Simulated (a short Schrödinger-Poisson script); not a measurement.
Stack: MOS inversion layer, SiO2 on p-type GaN, at 300 K.

```
layer  material  thickness (nm)  Na (cm⁻³)
-----  --------  --------------  ---------
1          SiO2             1.1          -
2           GaN            1800     1.2e17
```

Constants are typed, rounded textbook-type inputs, not results; the design itself was drawn at random and stands for no fabricated device. SiO2: permittivity 3.9, conduction-band edge (eV) 3.2, gap (eV) 9, electron mass (mₑ) 0.5. GaN: permittivity 9.5, conduction-band edge (eV) 0, gap (eV) 3.43, Nv at 300 K (cm⁻³) 4.6e19.

Channel valleys (confinement mass, in-plane density-of-states mass, number): Γ 0.2, 0.2, 1. At the gate the conduction-band edge of layer 1 lies 3.31 eV − eVg above the Fermi level of the channel; the field vanishes at the back. Gaps are held at their typed values at every temperature. Mesh 0.03 nm at interfaces.

From a short Schrödinger-Poisson script (our own, NumPy): 1D Poisson equation in equilibrium, electrons quantum, Hartree (BenDaniel-Duke, 12 states a valley, the channel's in-plane mass for all, wave functions free to enter the dielectric), parabolic valleys, classical holes, full ionisation, no traps, pinning or gate leakage.

Only gate voltages with over 1e8 electrons/cm² are shown.

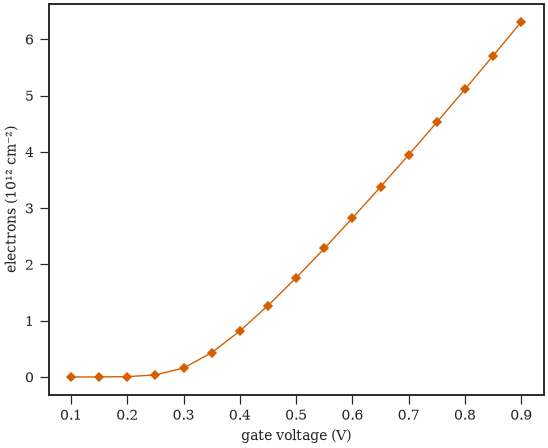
Sheet density against gate voltage

```csv
Vg (V),electrons (cm⁻²),C (μF/cm²),Γ E0 (meV),Γ E1 (meV)
0.1,1.49e8,0.0508,248.1,360.0
0.2,6.22e9,0.0854,151.5,264.6
0.3,1.60e11,0.669,66.6,181.7
0.4,8.18e11,1.37,20.4,140.1
0.5,1.76e12,1.63,-5.6,119.9
0.6,2.82e12,1.76,-25.0,106.3
0.7,3.95e12,1.84,-41.9,95.4
0.8,5.11e12,1.90,-57.6,85.6
0.9,6.31e12,1.94,-72.6,76.4
```

Subbands count from the Fermi level.

In real p-type GaN the Mg acceptor is only partly ionised, and so wide a gap doesn't supply an inversion layer without source and drain.
